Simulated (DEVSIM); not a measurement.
System: abrupt Si p-n junction, at 300 K.

```
layer (left to right)  material  thickness (μm)  Nd (cm⁻³)  Na (cm⁻³)  τn (s)  τp (s)
---------------------  --------  --------------  ---------  ---------  ------  ------
1                            Si           0.560          -     4.8e15  1.5e-5  1.5e-5
2                            Si            11.0     8.1e14          -  1.5e-5  1.5e-5
```

Left contact: ohmic. Right contact: ohmic. Voltage is applied to the left contact. Recombination: SRH at mid-gap, radiative. Mobility is μmin + (μ − μmin)/(1 + (N/Nref)^α).

Constants are typed, rounded textbook-type inputs, not results; the design itself was drawn at random and stands for no fabricated device. Values at 300 K.

| parameter | Si |
|---|---|
| gap (eV) | 1.124 |
| affinity (eV) | 4.05 |
| permittivity | 11.7 |
| Nc (cm⁻³) | 2.86e19 |
| Nv (cm⁻³) | 3.1e19 |
| μn (cm²/Vs) | 1417 |
| μp (cm²/Vs) | 470 |
| μn,min | 52 |
| μp,min | 45 |
| Nref,n | 9.7e16 |
| Nref,p | 2.2e17 |
| αn | 0.68 |
| αp | 0.72 |
| B (cm³/s) | 4.7e-15 |

DEVSIM, 1D drift-diffusion, Boltzmann statistics, complete ionisation; no tunnelling, impact ionisation, image-force lowering or self-heating.

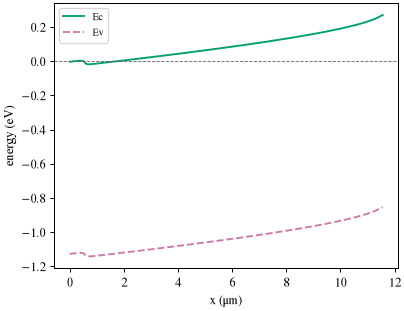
*Band edges at 0.9 V on the left contact*

Energies count from the Fermi level of the right contact; mesh points crowd at the junctions.

| x (μm) | Ec (eV) | Ev (eV) | n (cm⁻³) | p (cm⁻³) | field (V/cm) |
|---|---|---|---|---|---|
| 0.000 | -0.003 | -1.127 | 24000 | 4.8e15 | 190 |
| 0.02328 | -0.002 | -1.126 | 4.8e13 | 4.8e15 | 180 |
| 0.07069 | -0.002 | -1.125 | 1.4e14 | 4.9e15 | 180 |
| 0.1564 | 0.000 | -1.124 | 3.1e14 | 5.1e15 | 170 |
| 0.3673 | 0.003 | -1.121 | 6.9e14 | 5.4e15 | 90 |
| 0.4743 | 0.002 | -1.121 | 9.3e14 | 5.1e15 | -340 |
| 0.5269 | -0.001 | -1.125 | 1.2e15 | 4.4e15 | -1200 |
| 0.5610 | -0.007 | -1.131 | 1.6e15 | 3.4e15 | -2200 |
| 0.5881 | -0.012 | -1.136 | 2.0e15 | 2.8e15 | -1400 |
| 0.6400 | -0.016 | -1.140 | 2.4e15 | 2.3e15 | -460 |
| 0.7523 | -0.017 | -1.141 | 2.8e15 | 2.0e15 | 87 |
| 1.087 | -0.012 | -1.136 | 2.8e15 | 2.0e15 | 180 |
| 1.636 | -0.002 | -1.126 | 2.8e15 | 2.0e15 | 190 |
| 2.730 | 0.019 | -1.105 | 2.7e15 | 1.9e15 | 190 |
| 6.280 | 0.092 | -1.032 | 2.4e15 | 1.6e15 | 220 |
| 8.926 | 0.157 | -0.967 | 1.9e15 | 1.1e15 | 280 |
| 10.25 | 0.200 | -0.924 | 1.6e15 | 7.7e14 | 370 |
| 10.94 | 0.230 | -0.894 | 1.3e15 | 4.9e14 | 500 |
| 11.33 | 0.253 | -0.871 | 1.0e15 | 2.4e14 | 710 |
| 11.46 | 0.262 | -0.862 | 8.9e14 | 1.3e14 | 810 |
| 11.52 | 0.268 | -0.856 | 8.4e14 | 5.0e13 | 840 |
| 11.56 | 0.271 | -0.853 | 8.1e14 | 140000 | 850 |
